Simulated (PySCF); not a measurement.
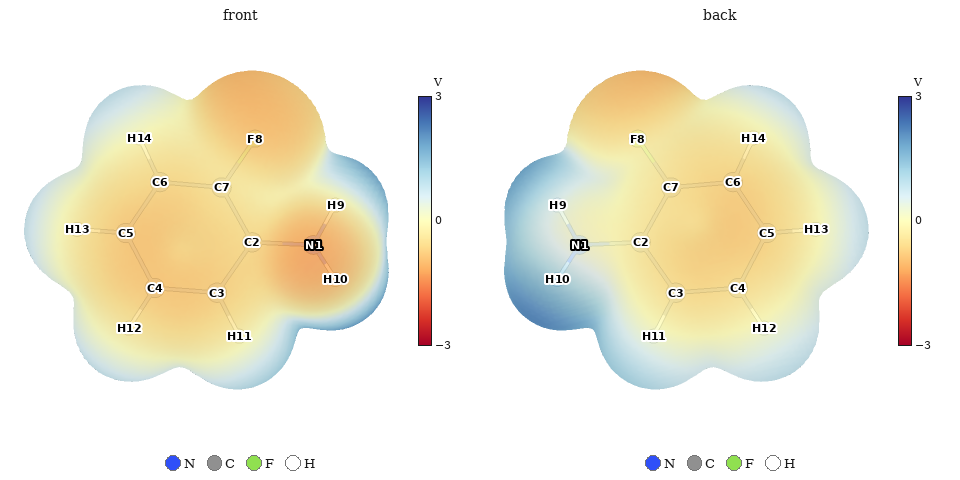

*C₆H₆FN (SMILES Nc1ccccc1F). The electrostatic potential painted on the density surface at 0.002 e/bohr³, seen from the front and from behind; the colour scale runs from red (negative) to blue (positive).*

Geometry: PBE0-D3(BJ)/def2-SVP.

Theory: WP04/pcSseg-1, SCF density, in a chloroform solvent model, non-relativistic in PySCF.

```xyz
14

N     2.2639    0.3978    0.1223
C     0.9178    0.1201    0.0442
C     0.4030   -1.1817   -0.0422
C    -0.9714   -1.4111   -0.0631
C    -1.8722   -0.3505    0.0036
C    -1.3817    0.9546    0.0846
C    -0.0162    1.1673    0.1024
F     0.4686    2.4191    0.1635
H     2.5275    1.3520   -0.0842
H     2.8926   -0.2986   -0.2533
H     1.1009   -2.0220   -0.0898
H    -1.3392   -2.4376   -0.1320
H    -2.9488   -0.5302   -0.0106
H    -2.0454    1.8203    0.1325
```

Question: Which sites attract a positive test charge, and which a negative one?

Answer: A positive charge is drawn to the negative regions and a negative charge to the positive ones. The most negative region (about −1.2 V) lies over N1, the most positive (about +2.1 V) over H10. N1 is the likeliest acceptor of a hydrogen bond.
